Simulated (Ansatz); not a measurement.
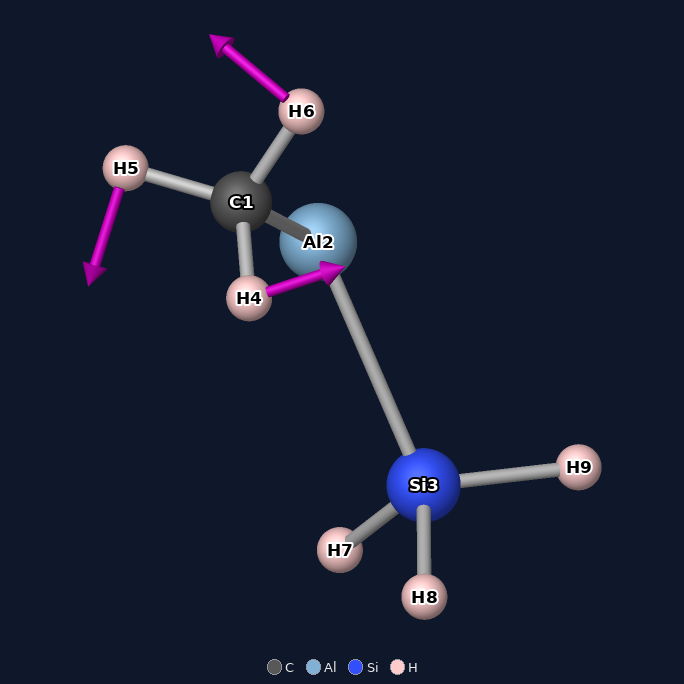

The arrows show one normal mode. State: neutral, doublet. Harmonic vibrations computed with UKS PBE0-D4/def2-TZVP (Ansatz 0.2.0) at a stationary point of the same level. It is a saddle point of order 1.

**What kind of motion is it?**

A torsion or out-of-plane motion in which bond lengths and bond angles hardly change.

**At what wavenumber does it lie?**

74i cm⁻¹; it is mode 1 of 21 counted from the lowest.
